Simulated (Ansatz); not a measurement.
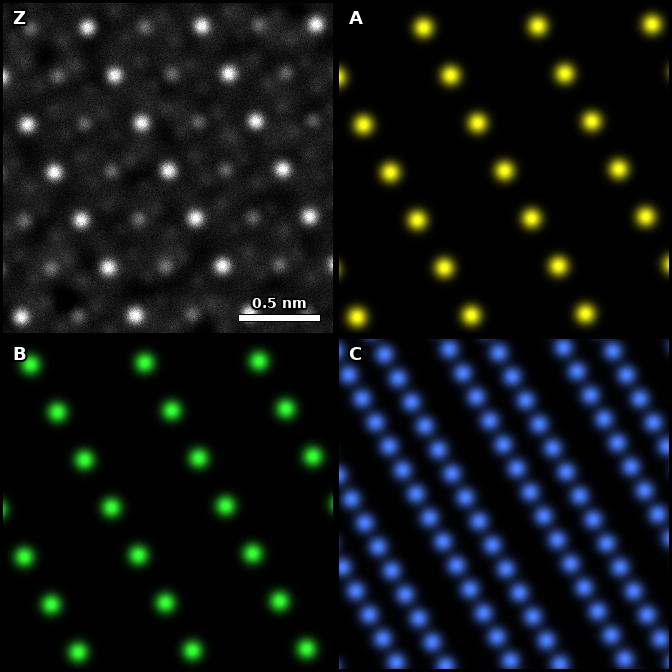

ZrScF4 (P4/mmm, No. 123) along [100]. Panel Z: Simulation: incoherent imaging, intensity Z^1.7 per atom, probe width 0.80 Å, thin sample. The probe carries 15 % of its weight in a tail 2.5 times as wide. Shot noise and the speckle of an amorphous layer were added. The other panels are simulated element maps (the number of atoms of one element along the beam, blurred by 1.0 Å; each on its own scale, no channelling). Atomic positions: the geometry given to an electronic-structure calculation, possibly off equilibrium; the starting structure was generated, so it need not be a known form of this composition.

```cif
data_structure
_symmetry_space_group_name_H-M 'P4/mmm'
_symmetry_Int_Tables_number 123
_cell_length_a 3.4597
_cell_length_b 3.4597
_cell_length_c 6.3311
_cell_angle_alpha 90.000
_cell_angle_beta 90.000
_cell_angle_gamma 90.000
_cell_volume 75.78
loop_
_atom_site_label
_atom_site_type_symbol
_atom_site_symmetry_multiplicity
_atom_site_Wyckoff_symbol
_atom_site_fract_x
_atom_site_fract_y
_atom_site_fract_z
_atom_site_occupancy
Zr1 Zr 1 d 0.50000 0.50000 0.50000 1
Sc1 Sc 1 a 0.00000 0.00000 0.00000 1
F1 F 4 i 0.50000 0.00000 0.20590 1
```

### Which element does each lettered map show?

A: Zr, B: Sc, C: F. The projected cell (3.46 × 6.33 Å, 90°) holds 6 columns: 4 of F, 1 of Zr and 1 of Sc. No column is shared by two of the mapped elements.
